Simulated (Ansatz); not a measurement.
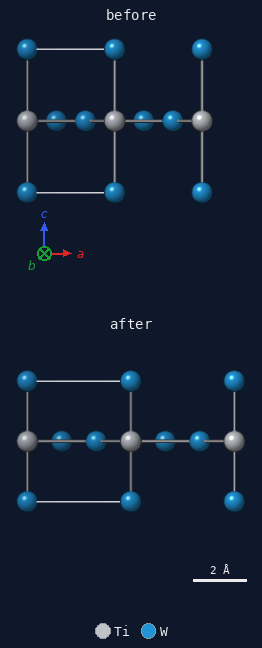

The structure of solid TiW₃ (a generated structure, set up in P6/mmm) (coarse preliminary run) before (top) and after (bottom) a relaxation, at one scale.

Style: ball-and-stick. Shown: the cell of the calculation, repeated 2 × 1 × 1 with one cell outlined, along the b axis.

All numbers below come from DFT PBE, scalar-relativistic, plane waves, PAW in Ansatz.

The input:
```yaml
crystal:
  lattice:
    - [3.83984305, 0.0, 0.0]
    - [-1.91992153, 3.32540163, 0.0]
    - [0.0, 0.0, 5.45401198]
  atoms:
    - { symbol: Ti, position: [0.0, 0.0, 0.5] }
    - { symbol: W, position: [0.33333333, 0.66666667, 0.5] }
    - { symbol: W, position: [0.66666667, 0.33333333, 0.5] }
    - { symbol: W, position: [0.0, 0.0, 0.0] }
basis:
  ecutwfc: 420
kpoints:
  mp_grid: { grid: [6, 6, 4] }
hamiltonian:
  xc: pbe
scf:
  occupations: { method: gaussian, width: 0.1 }
  lower_state_search: "off"
output:
  forces: true
  stress: true
  eigenvalues: true
relax:
  adjacent_minimum: "off"
  f_tol: 0.04
  max_steps: 70
  cell: { stress_tol: 0.4 }
```

Launched with:
```bash
ansatz run input.yaml --threads 1 --pin off --max-ram 2560MiB --backend cpu --events-out ev --progress --plain --runs-dir out
```

Q: What changed between the two?

A: The atoms keep their places relative to the cell (all moves are under 0.005 Å). The drawn cell changes as follows: a = b 3.840 → 4.549 Å (+18.5 %), c 5.454 → 4.587 Å (−15.9 %); the volume changes by +18.0 %. Near-neighbour distances that change, for instance: Ti1–W4 2.727 → 2.293 Å, W2–W3 2.217 → 2.626 Å, Ti1–W2 2.217 → 2.626 Å. The space group stays P6/mmm (No. 191). Over 7 accepted moves (9 points after the start) the energy falls by 8.859 eV per cell of the calculation. All forces vanish by symmetry, so only the cell relaxes. The pressure goes from 69.79 to 0.15 GPa. The SCF was repeated twice at an unchanged geometry on a basis and grid sized afresh for the cell, which shifted the energy by 63.2 meV per cell of the calculation at most. The run took 33 s on 1 thread of Arm Neoverse V1, with other jobs on the host, peak memory 0.38 GiB.
